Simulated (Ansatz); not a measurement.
## Fields on a plane of Sc (fcc, Cu type)

```yaml
crystal:
  lattice:
    - [0.00000, 2.23618, 2.23618]
    - [2.23618, 0.00000, 2.23618]
    - [2.23618, 2.23618, 0.00000]
  atoms:
    - { symbol: Sc, position: [0.00000, 0.00000, 0.00000] }
```

The slice is a {100} plane (indices of the conventional cell) through the point (0.000, 0.000, 0.000) (fractional), spanned by u = [100] and v = [0 1 -1] in vectors of this cell: u (3.16 Å) and v (3.16 Å, at 90° to u). It covers one period; positions are fractions (u, v).

Atoms on it: Sc at (0.00, 0.00).

Calculation: LDA (plane waves to 420 eV, PAW, scalar-relativistic; Ansatz, a first-principles code). k mesh 18×18×18. Near the nuclei the fields are pseudised (PAW); where an atom keeps semicore shells as valence, they peak there. Sc is run without spin polarisation. Sc was relaxed with its symmetry unable to fall. This is one of several known forms of Sc; the measured ambient cells at hand have space group No. 194.

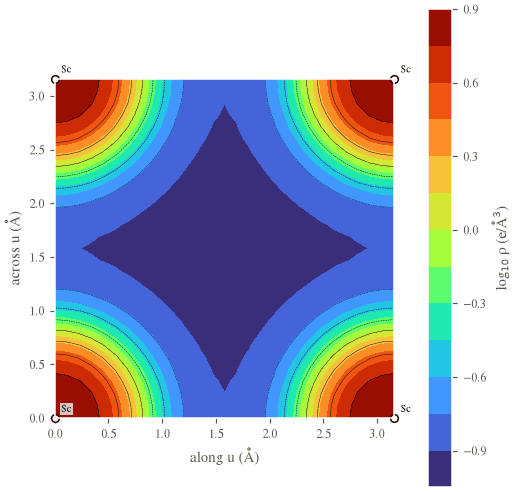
Fig. 1. Log₁₀ of the valence density in e/Å³, one period of the plane, atoms marked. The scale is logarithmic, as a density can span decades between atoms and voids.

```tsv
v \ u	0.00	0.14	0.29	0.43	0.57	0.71	0.86
0.96	x	x	0.34	0.15	0.15	0.34	x
0.86	x	0.73	0.17	0.21	0.21	0.17	0.73
0.75	0.60	0.34	0.10	0.39	0.39	0.10	0.34
0.64	0.10	0.10	0.27	0.62	0.62	0.27	0.10
0.54	0.20	0.28	0.54	0.73	0.73	0.54	0.28
0.43	0.14	0.21	0.47	0.71	0.71	0.47	0.21
0.32	0.17	0.11	0.18	0.56	0.56	0.18	0.11
0.21	0.72	0.54	0.10	0.31	0.31	0.10	0.54
0.11	x	0.74	0.24	0.18	0.18	0.24	0.74
0.00	x	x	0.36	0.14	0.14	0.36	x
```

Values: electron localisation function (ELF). Points within 0.5 Å of a nucleus are blanked (x), as the pseudised field means little there.

| Item | Result |
|---|---|
| Density on the Sc–Sc line (3.16 Å) at its midpoint | 0.13 e/Å³ |
| ELF at that point | 0.22 |
